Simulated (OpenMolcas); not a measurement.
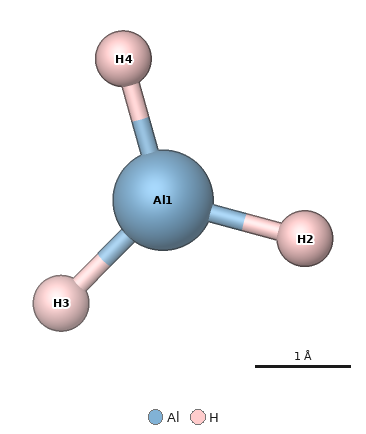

Figure 1. The structure as given in the input (ball-and-stick view, seen on its broad side; atoms are numbered from 1 in the order of the input). Sticks mark near contacts. Bond lengths as drawn: Al–H 1.55 Å.

# Single-point calculation of AlH₃

AlH₃, SMILES [H][Al]([H])[H], computed with NEVPT2/3-21G (OpenMolcas 26.06).

The geometry comes from this level: GFN2-xTB.

Output:
```
--- Start Module: gateway ---

                                              &GATEWAY

                       available to each process: 1.9 GB of memory, 1 thread

 Basis Set     1 Label: AL.3-21G
 Basis set is read from library:.
 basistype.tbl is not found

 Basis Set     2 Label: H.3-21G
 Basis set is read from library:.
 basistype.tbl is not found

++    Symmetry information:
      ---------------------

                    Character Table for C1

                             E
                    a        1  x, y, xy, Rz, z, xz, Ry, yz, Rx, I
--

++    Basis set information:
      ----------------------

      Basis set label: AL.3-21G.........

      Electronic valence basis set:
      ------------------
      Associated Effective Charge  13.000000 au
      Associated Actual Charge     13.000000 au
      Nuclear Model: Point charge

      Shell  nPrim  nBasis  Cartesian Spherical Contaminant
         s       9       4        X
         p       6       3        X

      Basis set label: H.3-21G.........

      Electronic valence basis set:
      ------------------
      Associated Effective Charge   1.000000 au
      Associated Actual Charge      1.000000 au
      Nuclear Model: Point charge

      Shell  nPrim  nBasis  Cartesian Spherical Contaminant
         s       3       2        X
--

++    Molecular structure info:
      -------------------------

                    ************************************************
                    **** Cartesian Coordinates / bohr, angstrom ****
                    ************************************************

     Center  Label                x              y              z                     x              y              z
        1      AL1             -0.000019      -0.000038       0.000038             -0.000010      -0.000020       0.000020
        2      H2               2.934083      -0.057674       0.027609              1.552650      -0.030520       0.014610
        3      H3              -1.416936       2.569725      -0.036132             -0.749810       1.359840      -0.019120
        4      H4              -1.517129      -2.512013       0.008466             -0.802830      -1.329300       0.004480

                    ***************************************
                    *    InterNuclear Distances / bohr    *
                    ***************************************

               1 AL1           2 H2            3 H3            4 H4
    1 AL1      0.000000
    2 H2       2.934798        0.000000
    3 H3       2.934730        5.083174        0.000000
    4 H4       2.934572        5.083054        5.082921        0.000000

                    *******************************************
                    *    InterNuclear Distances / angstrom    *
                    *******************************************

               1 AL1           2 H2            3 H3            4 H4
    1 AL1      0.000000
    2 H2       1.553028        0.000000
    3 H3       1.552992        2.689900        0.000000
    4 H4       1.552909        2.689836        2.689766        0.000000

                    **************************************
                    *    Valence Bond Angles / degree    *
                    **************************************
                          Atom centers                 Phi
                      2 H2       1 AL1      3 H3       120.00
                      2 H2       1 AL1      4 H4       120.00
                      3 H3       1 AL1      4 H4       120.00
--

            Nuclear Potential Energy             13.87945964 au

--- Stop Module: gateway /rc=_RC_ALL_IS_WELL_ ---

--- Start Module: seward ---

                                              &SEWARD

                       available to each process: 1.9 GB of memory, 1 thread

               SEWARD will generate:
                  Multipole Moment integrals up to order  2
                  Kinetic Energy integrals
                  Nuclear Attraction integrals (point charge)
                  One-Electron Hamiltonian integrals
                  Velocity integrals
                  Orbital angular momentum around ( -0.0000  -0.0000   0.0000 )
                  Velocity quadrupole around ( -0.0000  -0.0000   0.0000 )
                  Two-Electron Repulsion integrals

                   Integrals are discarded if absolute value <: 1.00E-14
                   Integral cutoff threshold is set to       <: 1.00E-16

            Nuclear Potential Energy             13.87945964 au

      Basis set specifications :
      Symmetry species         a
      Basis functions           19

--- Stop Module: seward /rc=_RC_ALL_IS_WELL_ ---

--- Start Module: rasscf ---

                                              &RASSCF

                       available to each process: 1.9 GB of memory, 1 thread

      Header of the ONEINT file:
      --------------------------

      OrdInt status: non-squared

      Cartesian coordinates in angstrom:
      -----------------------------------------------------
      No.  Label        X            Y            Z
      -----------------------------------------------------
       1   AL1       -0.00001000  -0.00002000   0.00002000
       2   H2         1.55265000  -0.03052000   0.01461000
       3   H3        -0.74981000   1.35984000  -0.01912000
       4   H4        -0.80283000  -1.32930000   0.00448000
      -----------------------------------------------------
      Nuclear repulsion energy =   13.87945964

++    Wave function specifications:
      -----------------------------

      Number of closed shell electrons          14
      Number of electrons in active shells       2
      Max number of holes in RAS1 space          0
      Max nr of electrons in RAS3 space          0
      Number of inactive orbitals                7
      Number of active orbitals                  2
      Number of secondary orbitals              10
      Spin quantum number                      0.0
      State symmetry                             1
--

++    Orbital specifications:
      -----------------------

      Symmetry species                           1
                                                 a
      Frozen orbitals                            0
      Inactive orbitals                          7
      Active orbitals                            2
      RAS1 orbitals                              0
      RAS2 orbitals                              2
      RAS3 orbitals                              0
      Secondary orbitals                        10
      Deleted orbitals                           0
      Number of basis functions                 19
--

++    CI expansion specifications:
      ----------------------------

      Number of CSFs                             3
      Number of spin combinations                3
      Number of determinants                     4
      Number of root(s) required                 1
      Root chosen for geometry opt.              1
      CI root used                               1

      highest root included in the CI            1
      max. size of the explicit Hamiltonian      3
--

++    Optimization specifications:
      ----------------------------

      RASSCF algorithm: Conventional
      Maximum number of macro iterations       200
      Maximum number of SX iterations          100
      Threshold for RASSCF energy            1.000E-08
      Threshold for max MO rotation          1.000E-01
      Threshold for max BLB element          1.000E-04
      Level shift parameter                  5.000E-01
      Make Quasi-Newton update
--

      The MO-coefficients are taken from the file:
      step2.RasOrb
      Title: RASSCF average (pseudo-natural) orbitals

      Total molecular charge    0.00

      ************************************************************************************************************************
      *                                            Wave function control section                                             *
      ************************************************************************************************************************

                                         RASSCF iterations: Energy and convergence statistics
                                         ----------------------------------------------------

          iter iter root      energy       change     param      element    value   shift minimum  type update hh:mm:ss
 Nr of preliminary CI iterations:   1
        1   1    5    1  -242.29632906    0.00E+00   3.81E-04    8  17 1 -3.56E-05   0.04   0.00    SX    NO    0:00:00
        2   1    5    1  -242.29632909   -3.47E-08* -1.36E-04    6   9 1  1.62E-05   0.04   0.00    SX    NO    0:00:00
        3   1    4    1  -242.29632909   -4.14E-09   5.87E-05    6   9 1  8.47E-06   0.04   0.00    SX    NO    0:00:00
        4   1    4    1  -242.29632910   -7.73E-10   2.66E-05    6   9 1  4.03E-06   0.04   0.00    SX    NO    0:00:00
      Convergence after  4 iterations
        5   1    4    1  -242.29632910   -1.79E-10   2.66E-05    8  15 1  1.94E-06   0.04   0.00    SX    NO    0:00:00

      ************************************************************************************************************************
                                                      Wave function printout:
                       occupation of active orbitals, and spin coupling of open shells (u,d: Spin up or down)
      ************************************************************************************************************************

      Note: transformation to natural orbitals
      has been made, which may change the order of the CSFs.

      printout of CI-coefficients larger than  0.05 for root  1
      energy=    -242.296329
      conf/sym  11     Coeff  Weight
             1  20   0.99452 0.98906
             3  02  -0.10458 0.01094

      Natural orbitals and occupation numbers for root  1
      sym 1:   1.978127   0.021873

      ************************************************************************************************************************
      *                                                    Final results                                                     *
      ************************************************************************************************************************

++    Final optimization conditions:
      ------------------------------

      Average CI energy                            -242.29632910
      RASSCF energy for state  1                   -242.29632910
      Super-CI energy                                -0.00000000
      RASSCF energy change                           -0.00000000
      Max change in MO coefficients              -3.701E-05
      Max non-diagonal density matrix element     2.659E-05
      Maximum BLB matrix element                  1.935E-06
      (orbital pair   8,  15 in symmetry   1)
      Norm of electronic gradient            3.700E-06
--

      Final state energy(ies):
      ------------------------

::    RASSCF root number  1 Total energy:   -242.29632910
      Von Neumann Entropy (Root   1) =  0.08694

      Mulliken population analysis for root number:  1
      -----------------------------------------------

++    Molecular charges:
      ------------------

      Mulliken charges per centre
      ---------------------------

                AL1     H2      H3      H4
      Total   12.2160  1.2385  1.2728  1.2728

      N-E      0.7840 -0.2385 -0.2728 -0.2728

      Total electronic charge=   16.000000

      Total            charge=   -0.000000
--

      Expectation values of various properties for root number:  1
      -----------------------------------------------------------

++    Molecular properties:
      ---------------------

      Charge (e):
                      =   -0.0000
      Dipole Moment (debye):
      Origin of the operator (angstrom)=   -0.0000   -0.0000    0.0000
                   X=  1.4395E-01               Y= -2.9936E-03               Z=  1.5017E-03           Total=  1.4399E-01
      Quadrupole Moment (debye*angstrom):
      Origin of the operator (angstrom)=   -0.0000   -0.0000    0.0000
                  XX= -1.8826E+01              XY= -6.4682E-03              XZ= -6.8315E-02              YY= -1.9129E+01
                  YZ=  6.8903E-02              ZZ= -1.1433E+01
      In traceless form (debye*angstrom)
                  XX= -3.5450E+00              XY= -9.7024E-03              XZ= -1.0247E-01              YY= -3.9998E+00
                  YZ=  1.0335E-01              ZZ=  7.5447E+00
--

      Average orbitals are written to the RASORB file
      Natural orbitals for root   1 are written to the RASORB.1 file
      Spin density orbitals for root   1 are written to the SPDORB.1 file

--- Stop Module: rasscf /rc=_RC_ALL_IS_WELL_ ---

--- Start Module: caspt2 ---

                                              &CASPT2

                       available to each process: 1.9 GB of memory, 1 thread

 ###############################################################################
 ###    WARNING: User changed nr of frozen orbitals.                         ###
 ###############################################################################

++    Wave function specifications:
      -----------------------------

      Number of closed shell electrons           4
      Number of electrons in active shells       2
      Max number of holes in RAS1 space          0
      Max number of electrons in RAS3 space      0
      Number of inactive orbitals                2
      Number of active orbitals                  2
      Number of secondary orbitals              10
      Spin quantum number                      0.0
      State symmetry                             1
      Number of CSFs                             3
      Number of CASSCF root(s) available         1
      NEVPT2 state passed to geometry opt.       1
      A file JOBMIX will be created
      This is a CASSCF or RASSCF reference function
--

++    Orbital specifications:
      -----------------------

      Symmetry species                           1
                                                 a
      Frozen orbitals                            5
      Inactive orbitals                          2
      Active orbitals                            2
      Secondary orbitals                        10
      Deleted orbitals                           0
      Number of basis functions                 19
--

++    NEVPT2 specifications:
      ----------------------

      Type of calculation                        SS-NEVPT2
      Internal contraction for energies          partially and strongly contracted
                                                 (PC-NEVPT2 and SC-NEVPT2)
      Denominator threshold for SC-NEVPT2        1.00E-09
      Fock operator                              state-specific
      0th-order Hamiltonian                      DYALL
      IPEA shift                                 0.00
      Real shift                                 0.00
      Imaginary shift                            0.00
      The input orbitals will be transformed to quasi-canonical
--

--------------------------------------------------------------------------------
 Estimated memory requirements:
  POLY3 :                   250070
  RHS:                      250835
  SIGMA :                   250880
  PRPCTL:                        0
 Available workspace:    232491408

++ NEVPT2 computation for group   1

********************************************************************************
 Multi-State initialization phase begins for group   1
--------------------------------------------------------------------------------
********************************************************************************
 Compute H0 matrices for state    1
--------------------------------------------------------------------------------
--------------------------------------------------------------------------------
 H0 matrices have been computed.

********************************************************************************
  NEVPT2 EQUATION SOLUTION
--------------------------------------------------------------------------------

  Total nr of NEVPT2 parameters:
   Before reduction:        1166
   After  reduction:         852

 Variance of |WF0>:       0.0694874927
-----------------------------------------------------------------------------------------------------------------------------

  FINAL PC-NEVPT2 RESULT:

      Reference energy:        -242.2963290959
      E2 (Non-variational):      -0.0303251761
      E2 (Variational):          -0.0303251761
      Total energy:            -242.3266542720
      Residual norm:              0.0000000000
      Reference weight:           0.98492

      Contributions to the PC-NEVPT2 correlation energy
      Active & Virtual Only:         -0.0018450605
      One Inactive Excited:          -0.0039178880
      Two Inactive Excited:          -0.0245622277

  FINAL SC-NEVPT2 RESULT:

      Reference energy:        -242.2963290959
      E2 (Non-variational):      -0.0303166758
      E2 (Variational):          -0.0303166758
      Total energy:            -242.3266457718
      Residual norm:              0.0000000000
      Reference weight:           0.98493

      Contributions to the SC-NEVPT2 correlation energy
      Active & Virtual only:         -0.0018450610
      One Inactive Excited:          -0.0039117657
      Two Inactive Excited:          -0.0245598492

   (Skip denominator check etc. with SC-NEVPT2 wavefunction)

   (Skipping property calculation,
    use PROP keyword to activate)
--

  Total SC-NEVPT2 energies:
::    SC-NEVPT2 Root  1     Total energy:   -242.32664577

  A NEW JOBIPH FILE NAMED 'JOBMIX' IS PREPARED.
********************************************************************************
--- Stop Module: caspt2 /rc=_RC_ALL_IS_WELL_ ---

.##################.
.# Happy landing! #.
.##################.

    Timing: Wall=1.50 User=1.06 System=0.42
```

The run was set up as follows.

Input file:
```
>>> EXPORT MOLCAS_PRINT=2
&gateway
baslib=$CurrDir
coord
4
angstrom
Al      -0.000010      -0.000020       0.000020
H        1.552650      -0.030520       0.014610
H       -0.749810       1.359840      -0.019120
H       -0.802830      -1.329300       0.004480
basis=3-21G
group=NoSym
&seward
&rasscf
fileorb=$CurrDir/step2.RasOrb
spin=1
nactel=2 0 0
inactive=7
ras2=2
orblisting=Nothing
orbappear=Compact
&caspt2
sc-nevpt2
frozen=5
```

Launch command:
```bash
export MOLCAS_MEM=1860
pymolcas step4.inp > step4.log
```

Summary:

| quantity | value |
| --- | --- |
| outcome | converged |
| total energy | −242.326646 hartree |
| basis functions | 19 |
| hardware | 1 thread of Arm Neoverse V1, 24 GiB of memory available, shared host |
| wall time | 1.8 s |
| peak memory | 0.37 GiB |
